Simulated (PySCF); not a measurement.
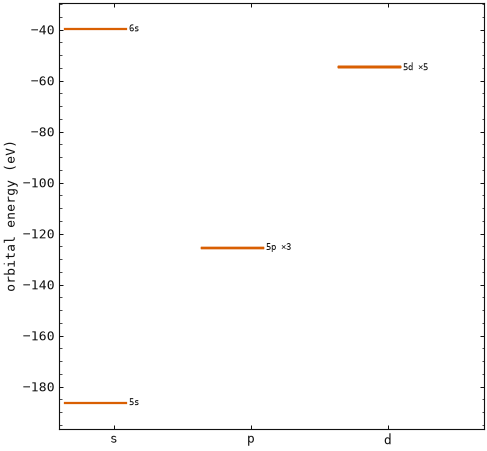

Fig. 1: Orbital energies of the mean field, from the top down to −186.3 eV, by angular momentum; ×n counts the orbitals under one label. The highest filled orbital is 6s at −39.8 eV, the lowest empty one p at −27.4 eV.

**Run report: Bi³⁺, atomic calculation**

Bi³⁺, configuration 1s2 2s2 2p6 3s2 3p6 3d10 4s2 4p6 4d10 4f14 5s2 5p6 5d10 6s2, multiplicity 1. Computed at this level: unrestricted TPSS, def2-QZVPPD with ECP60, scalar-relativistic core potential (PySCF).

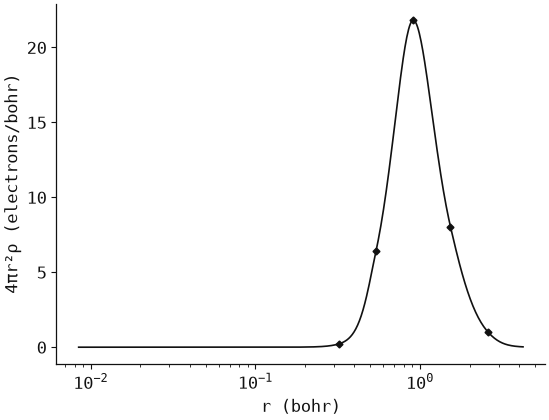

Fig. 2: Spherically averaged radial density 4πr²ρ of the mean field (valence electrons alone, under a core potential); markers are the stored points, which are sparse, and the line is a monotone interpolation between them. The largest stored value is 21.8 electrons/bohr at r = 0.91 bohr. Root-mean-square radii of the shells: 5s 0.892, 5p 1.02, 5d 1.31, 6s 2.13 bohr.

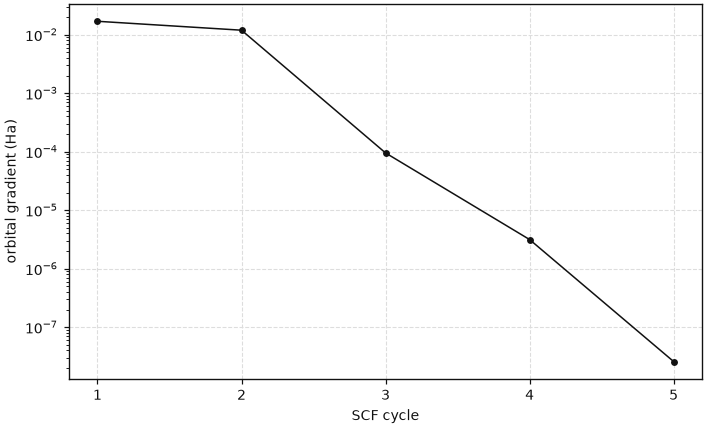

Fig. 3: Convergence: orbital gradient against the SCF cycle. The residual falls at every step. It goes from 0.017 to 2.6×10⁻⁸ in 5 steps.

These pictures come from the run below.

**Input file**
```python
from pyscf import gto, scf, dft, mp, cc
mol = gto.M(atom="Bi 0 0 0", charge=3, spin=0, symmetry="D2h",
            basis="def2-QZVPPD",
            ecp="def2-QZVPPD")
mf = dft.UKS(mol, xc="TPSS")
mf.irrep_nelec = {'Ag': (4, 4), 'B1g': (1, 1), 'B2g': (1, 1), 'B3g': (1, 1), 'B1u': (1, 1), 'B2u': (1, 1), 'B3u': (1, 1)}
mf.kernel()
```

The script is an equivalent of what the driver set up; the driver started from orbitals of its own, so the log can be shorter than this script's would be, and it computed the properties (radii, ⟨L²⟩, response) afterwards. It held the occupations shell by shell, which the script's counts by irreducible representation don't always enforce.

**Output (extracts)**
```
damping factor = 0
level_shift factor = 0
DIIS = <class 'pyscf.scf.diis.CDIIS'>
diis_start_cycle = 1
diis_space = 10
diis_damp = 0
SCF conv_tol = 1e-09
SCF conv_tol_grad = None
number electrons alpha = 10  beta = 10
XC functionals = TPSS
    J. Tao, J. P. Perdew, V. N. Staroverov, and G. E. Scuseria.,  Phys. Rev. Lett. 91, 146401 (2003)
    J. P. Perdew, J. Tao, V. N. Staroverov, and G. E. Scuseria.,  J. Chem. Phys. 120, 6898 (2004)
    J. Tao, J. P. Perdew, V. N. Staroverov, and G. E. Scuseria.,  Phys. Rev. Lett. 91, 146401 (2003)
    J. P. Perdew, J. Tao, V. N. Staroverov, and G. E. Scuseria.,  J. Chem. Phys. 120, 6898 (2004)
cycle= 1 E= -212.790307612405  delta_E= -0.00902  |g|= 0.0169  |ddm|= 0.427
cycle= 2 E= -212.790335919492  delta_E= -2.83e-05  |g|= 0.0119  |ddm|= 0.0334
cycle= 3 E= -212.790365140195  delta_E= -2.92e-05  |g|= 9.49e-05  |ddm|= 0.00981
cycle= 4 E= -212.790365142209  delta_E= -2.01e-09  |g|= 3.14e-06  |ddm|= 0.000144
cycle= 5 E= -212.790365142212  delta_E= -2.59e-12  |g|= 2.58e-08  |ddm|= 4.13e-06
converged SCF energy = -212.790365142212  <S^2> = 3.5527137e-15  2S+1 = 1
```

**Results in brief**

- outcome: converged
- total energy (valence electrons, under a core potential): −212.790365 hartree
- static polarisability: 9.85 bohr³
- C₆ of the like pair: 60.6 hartree bohr⁶
- SCF iterations: 5
- hardware: 1 CPU thread, shared host
- CPU time: 40 s (integrals apart)
